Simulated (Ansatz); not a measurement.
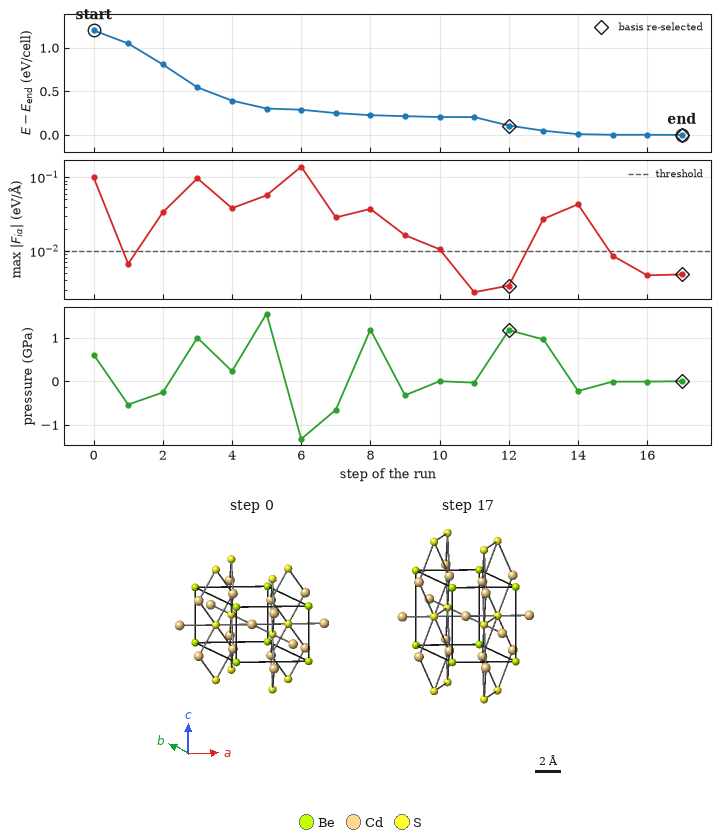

First and last geometry of a relaxation of a crystal of BeCd₃S₂ (a generated structure, set up in Cmmm), with the history of the run. The picture is a ball-and-stick view of the cell of the calculation, seen from a free direction.

Computed with DFT PBE, scalar-relativistic, plane waves, PAW in Ansatz.

Input
```yaml
crystal:
  lattice:
    - [2.80982855, -5.07555822, 0.0]
    - [2.80982855, 5.07555822, 0.0]
    - [0.0, 0.0, 4.68967396]
  atoms:
    - { symbol: Be, position: [0.0, 0.0, 0.0] }
    - { symbol: Cd, position: [0.5, 0.5, 0.5] }
    - { symbol: Cd, position: [0.66787899, 0.33212101, 0.0] }
    - { symbol: Cd, position: [0.33212101, 0.66787899, 0.0] }
    - { symbol: S, position: [0.5, 0.0, 0.5] }
    - { symbol: S, position: [0.0, 0.5, 0.5] }
basis:
  ecutwfc: 420
kpoints:
  mp_grid: { grid: [8, 8, 8] }
hamiltonian:
  xc: pbe
scf:
  occupations: { method: gaussian, width: 0.1 }
output:
  forces: true
  stress: true
  eigenvalues: true
relax:
  adjacent_minimum: "off"
  f_tol: 0.01
  max_steps: 80
  cell: { stress_tol: 0.05 }
```

Command:
```bash
ansatz run input.yaml --threads 1 --pin off --max-ram 2560MiB --backend cpu --events-out ev --progress --plain --runs-dir out
```

Read the history and describe the run.

It converged. The largest moves relative to the cell, 0.022 Å, are those of Cd3 and Cd4. Cd4 goes along [1 −1 0]. S and Be stay in place. The drawn cell changes as follows: a = b 5.801 → 5.084 Å (−12.4 %), c 4.690 → 6.337 Å (+35.1 %), γ 122.1° → 123.1°; the volume changes by +2.6 %. Among the contacts that change: Cd3–S5 2.858 → 3.475 Å, Cd3–Cd4 3.267 → 2.856 Å, S5–S6 2.810 → 2.423 Å, Cd2–S5 2.901 → 2.542 Å. The space group stays Cmmm (No. 65). After 15 accepted moves (17 points after the start) the energy has fallen by 1.201 eV per cell of the calculation. Largest force component: 0.1 eV/Å at the start, 0.0048 eV/Å at the end. Pressure: 0.62 GPa at the start and 0.00 GPa at the end. At 2 points the geometry stayed and the basis and grid were re-selected for the new cell (energy shift of 97.1 meV per cell of the calculation at most each time).

```json
{"step": "0", "E − E(0), meV/atom": "0.00", "largest force component, eV/Å": "0.0995", "pressure, GPa": "0.62", "volume, Å³/atom": "22.294", "note": ""}
{"step": "1", "E − E(0), meV/atom": "-25.16", "largest force component, eV/Å": "0.0067", "pressure, GPa": "-0.53", "volume, Å³/atom": "22.429", "note": ""}
{"step": "2", "E − E(0), meV/atom": "-65.36", "largest force component, eV/Å": "0.0334", "pressure, GPa": "-0.25", "volume, Å³/atom": "21.868", "note": ""}
{"step": "3", "E − E(0), meV/atom": "-109.16", "largest force component, eV/Å": "0.0965", "pressure, GPa": "1.00", "volume, Å³/atom": "21.185", "note": ""}
{"step": "4", "E − E(0), meV/atom": "-134.51", "largest force component, eV/Å": "0.0380", "pressure, GPa": "0.24", "volume, Å³/atom": "21.527", "note": ""}
{"step": "5", "E − E(0), meV/atom": "-149.67", "largest force component, eV/Å": "0.0568", "pressure, GPa": "1.56", "volume, Å³/atom": "21.199", "note": ""}
{"step": "6", "E − E(0), meV/atom": "-151.92", "largest force component, eV/Å": "0.1387", "pressure, GPa": "-1.32", "volume, Å³/atom": "22.035", "note": ""}
{"step": "7", "E − E(0), meV/atom": "-158.34", "largest force component, eV/Å": "0.0285", "pressure, GPa": "-0.65", "volume, Å³/atom": "21.724", "note": ""}
{"step": "8", "E − E(0), meV/atom": "-162.40", "largest force component, eV/Å": "0.0372", "pressure, GPa": "1.19", "volume, Å³/atom": "20.979", "note": ""}
{"step": "9", "E − E(0), meV/atom": "-164.32", "largest force component, eV/Å": "0.0163", "pressure, GPa": "-0.32", "volume, Å³/atom": "21.473", "note": ""}
{"step": "10", "E − E(0), meV/atom": "-165.89", "largest force component, eV/Å": "0.0106", "pressure, GPa": "0.01", "volume, Å³/atom": "21.334", "note": ""}
{"step": "11", "E − E(0), meV/atom": "-166.06", "largest force component, eV/Å": "0.0028", "pressure, GPa": "-0.03", "volume, Å³/atom": "21.350", "note": ""}
{"step": "12", "E − E(0), meV/atom": "-182.25", "largest force component, eV/Å": "0.0034", "pressure, GPa": "1.18", "volume, Å³/atom": "21.350", "note": "same geometry, new basis"}
{"step": "13", "E − E(0), meV/atom": "-192.11", "largest force component, eV/Å": "0.0272", "pressure, GPa": "0.96", "volume, Å³/atom": "21.733", "note": ""}
{"step": "14", "E − E(0), meV/atom": "-198.70", "largest force component, eV/Å": "0.0429", "pressure, GPa": "-0.22", "volume, Å³/atom": "22.678", "note": ""}
{"step": "15", "E − E(0), meV/atom": "-199.85", "largest force component, eV/Å": "0.0086", "pressure, GPa": "0.00", "volume, Å³/atom": "22.853", "note": ""}
{"step": "16", "E − E(0), meV/atom": "-199.86", "largest force component, eV/Å": "0.0047", "pressure, GPa": "0.00", "volume, Å³/atom": "22.878", "note": ""}
{"step": "17", "E − E(0), meV/atom": "-200.21", "largest force component, eV/Å": "0.0048", "pressure, GPa": "0.00", "volume, Å³/atom": "22.878", "note": "same geometry, new basis"}
```
